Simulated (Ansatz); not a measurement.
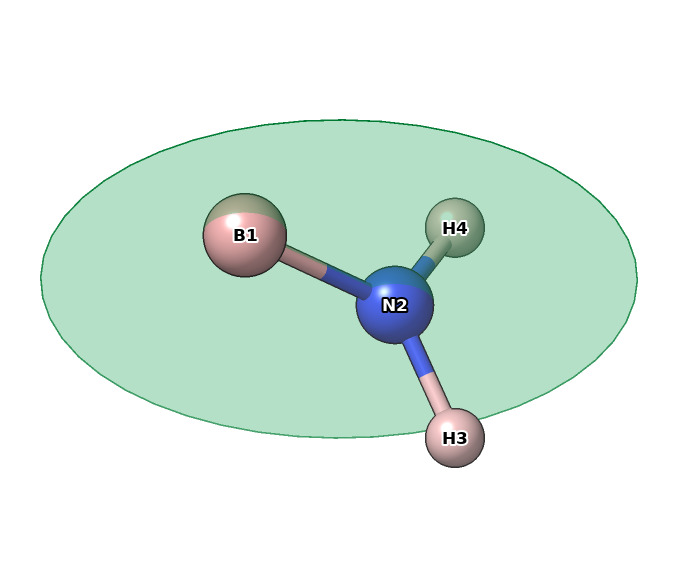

A disc through the centre of mass is drawn in. Depth is shown by fading: the farther an atom, the more it takes the colour of the background. The geometry was computed by an optimisation with PBE-D4/def2-SVP. No frequency run is at hand to confirm it as a minimum.

**Is the plane of the disc a mirror plane of the structure?**

Yes. The reflection leaves B1, N2 in place and moves H3 ↔ H4. The point group is C2v.
